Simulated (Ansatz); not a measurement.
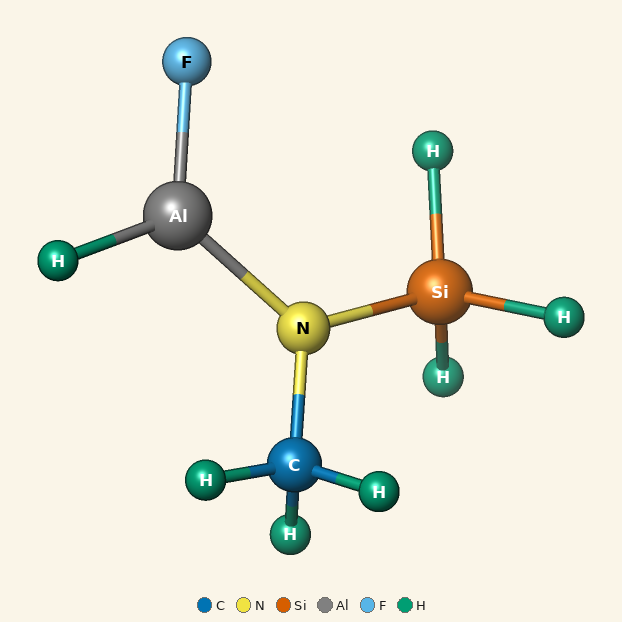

The picture shows a molecular structure as a ball-and-stick model. Every bond is drawn as one stick, whatever its order.

What does the picture show?

The molecule is CH₇AlFNSi. As SMILES it reads `C[N]([SiH3])[AlH][F]`. Among its groups: Si–H bond, Si–N bond. This geometry has Cs symmetry. Coordination: 1 C tetrahedral; 1 N trigonal planar; 1 Si tetrahedral; 1 Al trigonal planar.

More results for the same structure follow; atom numbers are the same in all pictures, views and colours differ. The geometry was computed by an optimisation with PBE0-D4/def2-TZVP. No frequency run is at hand to confirm it as a minimum.

## Geometry

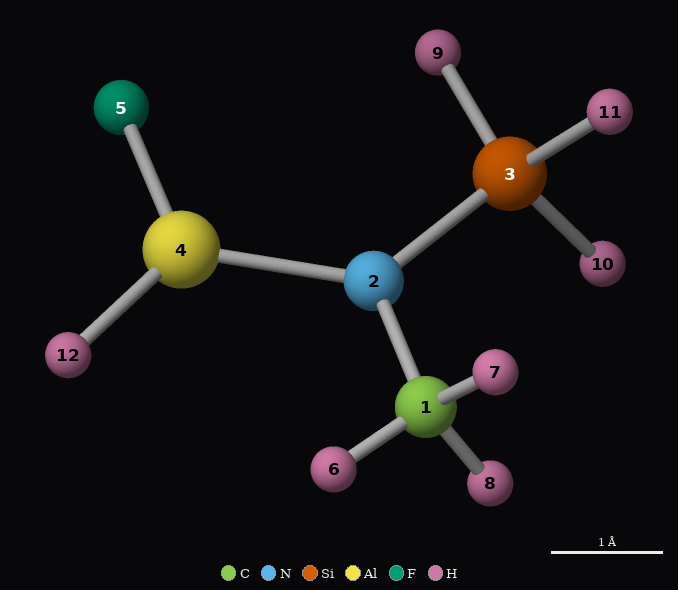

No frequency run is at hand to confirm it as a minimum.

Give these bond angles: N2–C1–H6, N2–C1–H7, C1–N2–Si3, C1–N2–Al4, Si3–N2–Al4, N2–Si3–H9, N2–Si3–H10, N2–Al4–F5, N2–Al4–H12, F5–Al4–H12.

```
     angle  degrees
  N2–C1–H6    111.2
  N2–C1–H7    111.6
 C1–N2–Si3    115.6
 C1–N2–Al4    118.9
Si3–N2–Al4    125.6
 N2–Si3–H9    108.4
N2–Si3–H10    110.7
 N2–Al4–F5    119.4
N2–Al4–H12    120.9
F5–Al4–H12    119.7
```

## Levels of theory compared

No frequency run is at hand to confirm it as a minimum. Program: Ansatz 0.2.0.

Tabulate HOMO–LUMO gap (eV), HOMO energy (eV) at these levels: B3LYP-D4/def2-TZVPP; PBE-D4/def2-TZVPP; PBE0-D4/def2-TZVPP; r2SCAN-D4/def2-TZVPP; ωB97M-V/def2-TZVPP; ωB97X-V/def2-TZVPP.

```tsv
level	HOMO–LUMO gap (eV)	HOMO energy (eV)
B3LYP-D4/def2-TZVPP	6.43	−7.16
PBE-D4/def2-TZVPP	4.84	−6.11
PBE0-D4/def2-TZVPP	6.88	−7.38
r2SCAN-D4/def2-TZVPP	5.46	−6.36
ωB97M-V/def2-TZVPP	10.70	−9.66
ωB97X-V/def2-TZVPP	11.12	−9.75
```

## Dipole moment

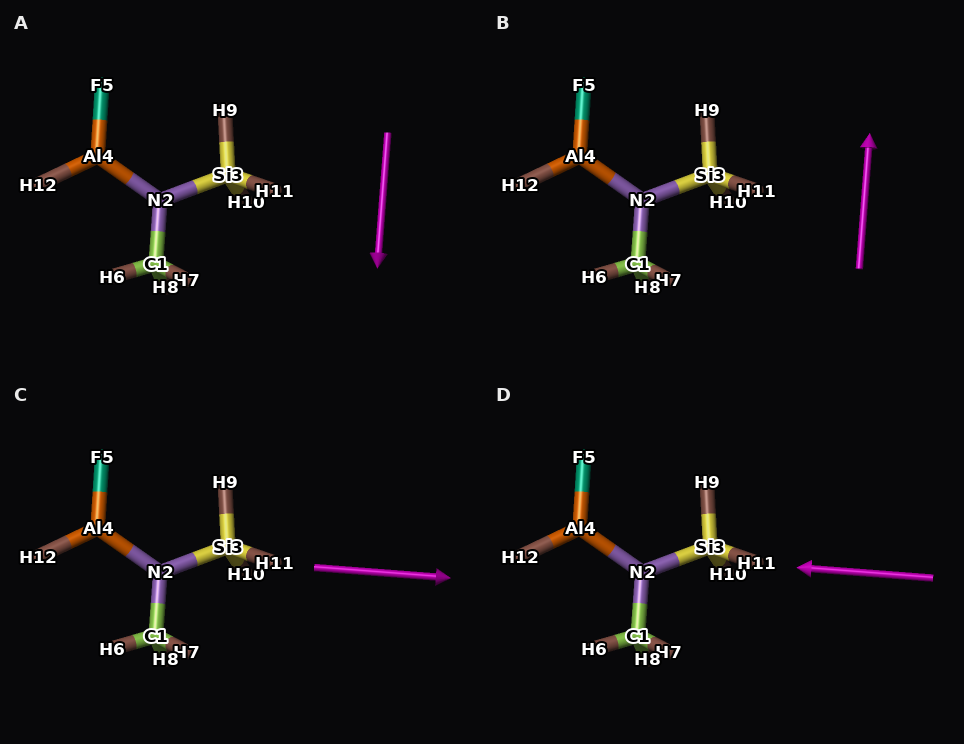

The same molecule four times, each with an arrow. No frequency run is at hand to confirm it as a minimum. Properties computed with RKS ωB97M-V/def2-TZVPP (Ansatz 0.2.0).

Which arrow points along the dipole moment, from the negative to the positive end?

A. The dipole moment is 2.02 D; it points from the side of F5 to the side of H6, H7, H8 (the outermost atoms at the two ends).

## Charges

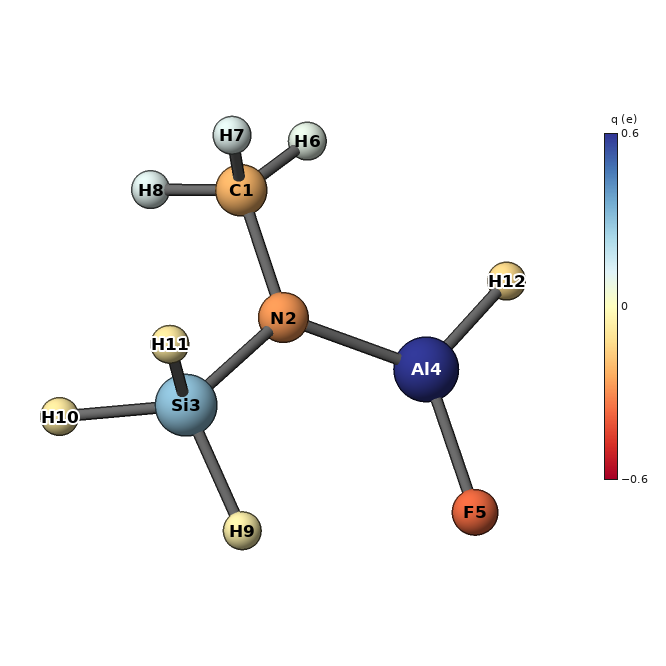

Atoms are coloured by their Mulliken charges. No frequency run is at hand to confirm it as a minimum. Level of theory: RKS B3LYP-D4/def2-TZVPP (Ansatz 0.2.0).

Which atom carries the highest charge (most positive or least negative)?

Al4 (0.59 e).

And the lowest?

F5 (−0.36 e).

Give the Mulliken charges atom by atom.

```
atom  value (e)
  C1      −0.22
  N2      −0.27
 Si3       0.29
 Al4       0.59
  F5      −0.36
  H6       0.09
  H7       0.11
  H8       0.11
  H9      −0.05
 H10      −0.08
 H11      −0.08
 H12      −0.13
```

Mulliken values depend strongly on the basis set and can even reverse the polarity of a bond.
